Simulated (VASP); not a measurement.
Band structure of WSi$_{2}$ (MoSi2 type). Computed with RPBE GGA, VASP's PBE PAW potentials (set 64) (plane waves; VASP).

Unless said otherwise, spin-orbit coupling is left out, though it shifts the bands of the heavy elements here.

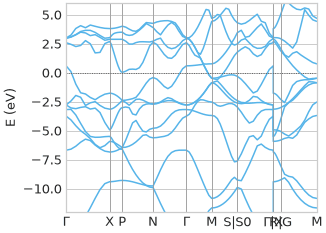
Fig. 1. Bands along high-symmetry lines, zero at the valence-band maximum or, without a gap, the Fermi level

Question: Read the plot: is there a gap, and where are the band edges?

Answer: It has no gap at this level: it comes out as a metal or semimetal. (Edges off the drawn lines would not show.)

The compound is WSi2 in the MoSi2 type structure. It was relaxed first.
